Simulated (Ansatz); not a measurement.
# Tunnelling from Li(110) to Li(110): the current at the widest gap

Three vacuum gaps between Li(110) and Li(110) are known. What current density flows at 0.25 V across 6.5 Å?

How it was computed: Ansatz 0.2.0, plane waves with PAW datasets, PBEsol; a slab with two metal leads whose outer parts are reservoirs, with density and current solved under bias (Landauer, 300 K). The gap is counted from plane to plane of nuclei, and atoms stay on ideal sites.

Results; the value marked ? is to be predicted:

| gap (Å) | drop between the leads' cuts at 0.25 V (V) | current density at 0.25 V (A/m²) |
| --- | --- | --- |
| 3.5 | 0.0980 | 1.41×10¹⁴ |
| 4.5 | 0.178 | 7.57×10¹³ |
| 5.5 | 0.214 | 3.84×10¹³ |
| 6.5 | 0.234 | ? |

**Estimate by hand.**

Tunnelling falls as exp(−βd). From 3.5 to 4.5 Å, β = ln(1.41×10¹⁴/7.57×10¹³)/1 = 0.623 Å⁻¹, and from 4.5 to 5.5 Å it is 0.679 Å⁻¹; the slope still steepens as the gap leaves contact, so the wider pair is taken. Then 3.84×10¹³ × exp(−0.679 × 1). Predicted: 1.94×10¹³ A/m².

**The withheld run.**

1.56×10¹³ A/m², so the prediction is 24 % too high. The last step has β = 0.897 Å⁻¹, an apparent barrier ħ²β²/8m of 0.77 eV: the decay of this current is still steepening. The conductances at 0 V give β = 0.678 and 0.916 Å⁻¹ for the last two steps.

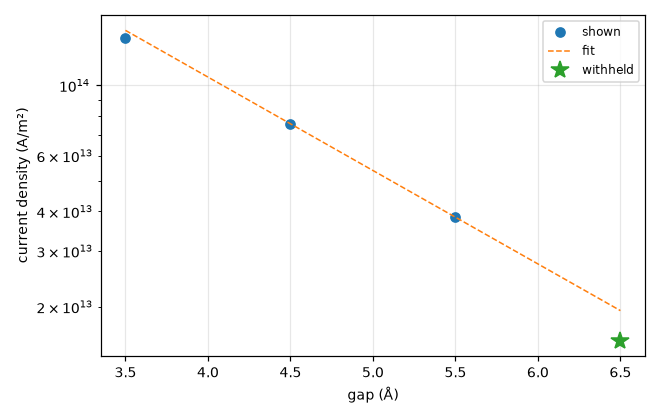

Current density against the gap.

**Limits.** On every other k-point the currents of these runs, at any bias, move by up to 4.2 %. A semilocal functional lacks the image potential's tail.
